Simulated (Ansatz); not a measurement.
Geometry relaxation, with input and output: InH₂Cl₂O₂ (part 2 of 2)

InH₂Cl₂O₂, multiplicity 2; UKS PBE0/def2-SVP (Ansatz 0.2.0). It belongs to a series of runs on one base structure; here: end point A relaxed.

Geometry of the input (Å):
```
In -0.0766  -0.0446  0.4127
Cl -1.1956  1.3153  2.0862
O  1.8703  -0.0502  0.0534
H  2.0428  -0.5702  -0.7444
O  -1.3422  -0.9072  -0.8583
H  -2.2616  -0.6869  -0.6583
Cl 0.7531  -0.8547  3.5023
```

```
mean field -34323.01647359 eV, -1261.3475904283 hartree, gradient 2.3e-5 eV, S^2 0.753640; 3 other end points of the search recorded, 0 dependent functions left out
the calculation of the forces begins
reference -34323.01651054 eV, -1261.3475917860 hartree; 37, 36 occupied and 63, 64 virtual orbitals, 1095 factors
Total energy: -34323.01651054 eV, -1261.3475917860 hartree
Atom 0 at     0.082343    -0.242745     0.503868 Å, force     0.008025    -0.000516    -0.000657 eV/Å
Atom 1 at    -0.712137     1.544542     2.100331 Å, force    -0.000921    -0.000840    -0.000338 eV/Å
Atom 2 at     1.986181     0.024549     0.029922 Å, force     0.003273     0.003072     0.002863 eV/Å
Atom 3 at     2.154534    -0.235428    -0.884192 Å, force    -0.002436    -0.001421    -0.002247 eV/Å
Atom 4 at    -1.358382    -0.944993    -0.666413 Å, force    -0.002732     0.000327     0.000166 eV/Å
Atom 5 at    -2.203530    -0.986432    -0.202979 Å, force    -0.004116    -0.000844    -0.001498 eV/Å
Atom 6 at    -0.158809    -0.958093     2.913063 Å, force    -0.001093     0.000222     0.001712 eV/Å
Dipole moment:    -0.187072    -0.106296    -0.198473 e Å
```

Trajectory as extended XYZ (Å, eV, eV/Å), 10 frames, from step=1 to step=10:
```
7
Properties=species:S:1:pos:R:3:forces:R:3 step=1 energy=-34322.36003
In   -0.0766   -0.0446    0.4127   -0.2321   0.2525   0.5320
Cl   -1.1956    1.3153    2.0862    0.5631  -0.5510  -0.2430
O     1.8703   -0.0502    0.0534   -0.0201  -0.0024  -0.0313
H     2.0428   -0.5702   -0.7444   -0.0039   0.0563   0.0560
O    -1.3422   -0.9072   -0.8583   -0.0200   0.0029   0.0759
H    -2.2616   -0.6869   -0.6583    0.0641  -0.0333   0.0279
Cl    0.7531   -0.8547    3.5023   -0.3511   0.2750  -0.4176
7
Properties=species:S:1:pos:R:3:forces:R:3 step=2 energy=-34322.46068
In   -0.0675   -0.0237    0.4084    0.2191  -0.2414   0.0500
Cl   -1.1111    1.3089    2.0471    0.1248  -0.0345   0.3922
O     1.8792   -0.0186    0.0546   -0.0127   0.0124  -0.0624
H     2.0600   -0.5475   -0.7344    0.0202   0.0408   0.0285
O    -1.3458   -0.9006   -0.8341   -0.2269  -0.0181   0.0797
H    -2.2646   -0.7397   -0.5698    0.2152  -0.0517  -0.0519
Cl    0.6401   -0.8773    3.4218   -0.3398   0.2925  -0.4361
7
Properties=species:S:1:pos:R:3:forces:R:3 step=3 energy=-34322.62211
In   -0.0496   -0.0352    0.4062    0.3956  -0.5360  -0.0122
Cl   -1.0082    1.2622    2.1174   -0.1291   0.2800   0.5122
O     1.8923    0.0035    0.0356   -0.0101   0.0612  -0.0664
H     2.0798   -0.5280   -0.7488    0.0335   0.0215  -0.0153
O    -1.3455   -0.9240   -0.8093   -0.2894   0.0629   0.1385
H    -2.2602   -0.7637   -0.5270    0.2573  -0.0776  -0.0848
Cl    0.4816   -0.8135    3.3195   -0.2578   0.1880  -0.4720
7
Properties=species:S:1:pos:R:3:forces:R:3 step=4 energy=-34322.74409
In   -0.0226   -0.0765    0.4294    0.3110  -0.5167   0.2087
Cl   -0.9487    1.2563    2.1886   -0.3895   0.6963   0.0978
O     1.9090    0.0235    0.0182    0.0018   0.0878  -0.0504
H     2.1018   -0.5141   -0.7600    0.0334   0.0173  -0.0465
O    -1.3435   -0.9400   -0.7790   -0.2038   0.0887   0.1605
H    -2.2544   -0.7832   -0.4878    0.1903  -0.0627  -0.0534
Cl    0.3486   -0.7647    3.1842    0.0569  -0.3107  -0.3167
7
Properties=species:S:1:pos:R:3:forces:R:3 step=5 energy=-34322.90182
In    0.0096   -0.1149    0.4779    0.1920  -0.3815   0.1350
Cl   -0.9431    1.3495    2.1926   -0.2177   0.4941  -0.0077
O     1.9277    0.0470    0.0103    0.0006   0.0836  -0.0398
H     2.1206   -0.4957   -0.7644    0.0169   0.0387  -0.0442
O    -1.3336   -0.9535   -0.7247   -0.1986   0.0830   0.1525
H    -2.2424   -0.8123   -0.4202    0.1983  -0.0458  -0.0411
Cl    0.2514   -0.8187    3.0221    0.0086  -0.2722  -0.1547
7
Properties=species:S:1:pos:R:3:forces:R:3 step=6 energy=-34322.97155
In    0.0540   -0.1966    0.5429    0.1278  -0.0050  -0.4727
Cl   -0.9171    1.4786    2.1617    0.0716  -0.0479  -0.0148
O     1.9482    0.0754   -0.0046   -0.1085  -0.0053   0.0062
H     2.1357   -0.4344   -0.8039   -0.0167   0.0772   0.0083
O    -1.3225   -0.9780   -0.6631   -0.0966   0.0631   0.0877
H    -2.2265   -0.8350   -0.3513    0.1335  -0.0251   0.0067
Cl    0.1184   -0.9086    2.9119   -0.1111  -0.0570   0.3785
7
Properties=species:S:1:pos:R:3:forces:R:3 step=7 energy=-34323.00056
In    0.0868   -0.2220    0.5107    0.0171  -0.1219  -0.3741
Cl   -0.7942    1.5007    2.0857   -0.0360   0.1110   0.1222
O     1.9851    0.0867    0.0150   -0.0535  -0.1662  -0.2750
H     2.1694   -0.3200   -0.8479   -0.0293   0.1589   0.2630
O    -1.3518   -0.9993   -0.6267   -0.3191   0.1075   0.1783
H    -2.2351   -0.8764   -0.2355    0.4523  -0.0568  -0.1442
Cl   -0.0700   -0.9684    2.8923   -0.0315  -0.0325   0.2298
7
Properties=species:S:1:pos:R:3:forces:R:3 step=8 energy=-34323.01471
In    0.0806   -0.2434    0.4956   -0.0345   0.0431   0.1551
Cl   -0.7306    1.5379    2.1029    0.0249  -0.0706  -0.0386
O     1.9827    0.0471    0.0291   -0.0115  -0.0255  -0.0489
H     2.1574   -0.2595   -0.8699    0.0259   0.0193   0.0136
O    -1.3590   -0.9657   -0.6605   -0.0369  -0.0101  -0.0299
H    -2.2200   -0.9578   -0.2244    0.0436   0.0048   0.0127
Cl   -0.1210   -0.9572    2.9208   -0.0115   0.0391  -0.0639
7
Properties=species:S:1:pos:R:3:forces:R:3 step=9 energy=-34323.01512
In    0.0774   -0.2392    0.4990    0.0119  -0.0042   0.0303
Cl   -0.7238    1.5425    2.1011    0.0124  -0.0249  -0.0115
O     1.9824    0.0152    0.0307    0.0334   0.0482   0.0995
H     2.1634   -0.2395   -0.8805   -0.0130  -0.0304  -0.0892
O    -1.3648   -0.9340   -0.6741    0.1712   0.0146  -0.0666
H    -2.1976   -0.9862   -0.1976   -0.2079  -0.0218   0.0749
Cl   -0.1468   -0.9575    2.9150   -0.0080   0.0184  -0.0373
7
Properties=species:S:1:pos:R:3:forces:R:3 step=10 energy=-34323.01647
In    0.0823   -0.2427    0.5039    0.0080  -0.0005  -0.0007
Cl   -0.7121    1.5445    2.1003   -0.0009  -0.0008  -0.0003
O     1.9862    0.0245    0.0299    0.0033   0.0031   0.0029
H     2.1545   -0.2354   -0.8842   -0.0024  -0.0014  -0.0022
O    -1.3584   -0.9450   -0.6664   -0.0027   0.0003   0.0002
H    -2.2035   -0.9864   -0.2030   -0.0041  -0.0008  -0.0015
Cl   -0.1588   -0.9581    2.9131   -0.0011   0.0002   0.0017
```

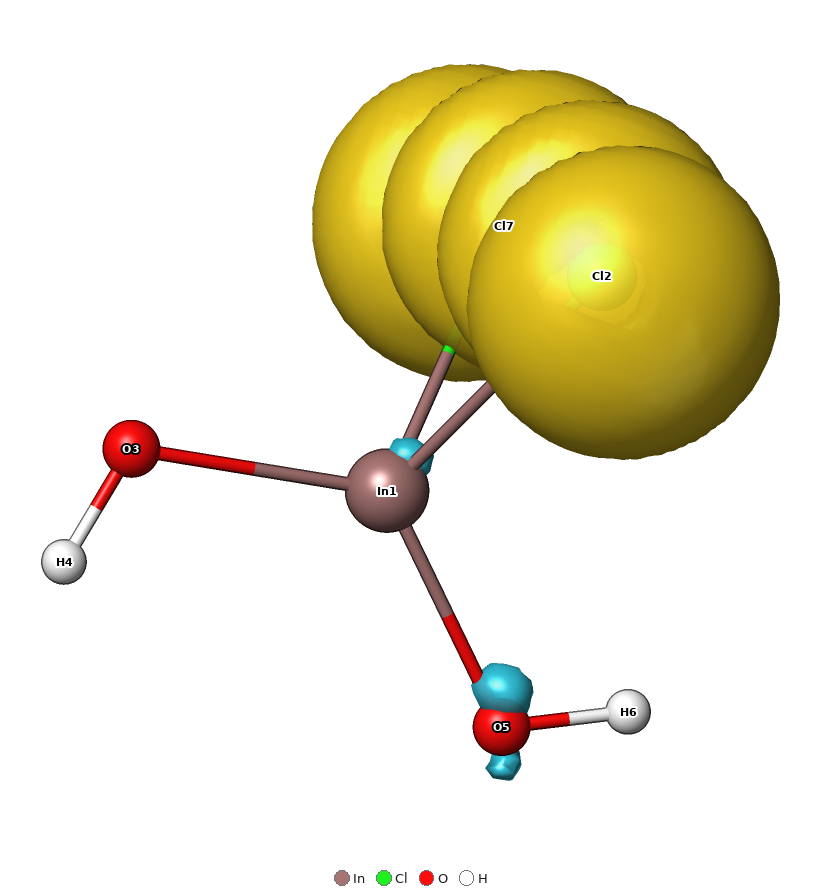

Isosurfaces of the spin density at +0.008 (yellow) and −0.008 e/Å³ (cyan), seen at a tilt. The unpaired spin (1 electron) lies mostly on Cl2 (about 0.5) and Cl7 (about 0.5), in electrons by Hirshfeld's partition.

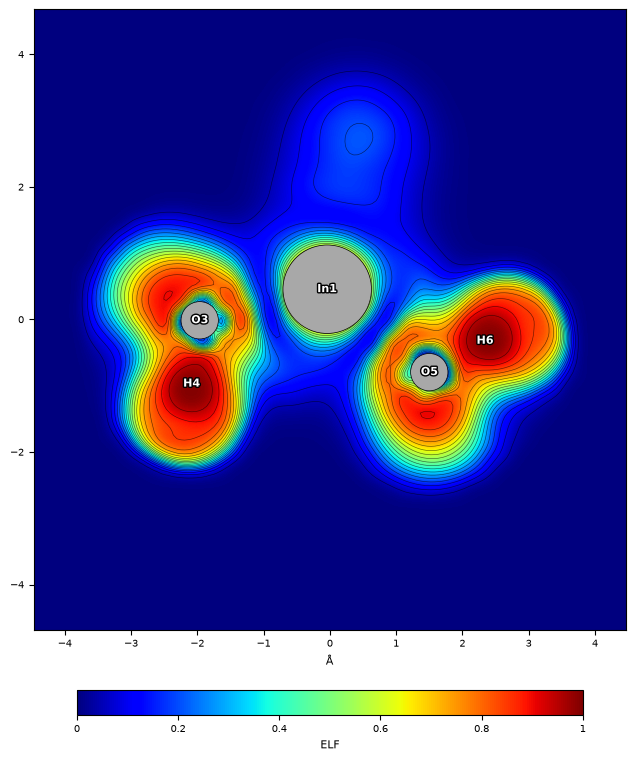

Electron localisation function on the plane of atoms O3, In1 and O5. Grey discs, where drawn, cover atomic cores. Atoms in the plane: In, O and H. In–O (1.98 Å): the ELF peaks at about 0.80 in the valence shell of O, 0.6 Å from its nucleus, and drops to about 0.15 between the two atoms.

Key numbers:

- outcome: converged
- total energy: −34323.0165 eV
- mean-field energy: −34323.0165 eV
- ⟨S²⟩: 0.754
- largest force (length of the vector) at the end: 0.008 eV/Å
- wall time: 70 s (CPU time 4.1 min)
- peak memory: 0.38 GiB
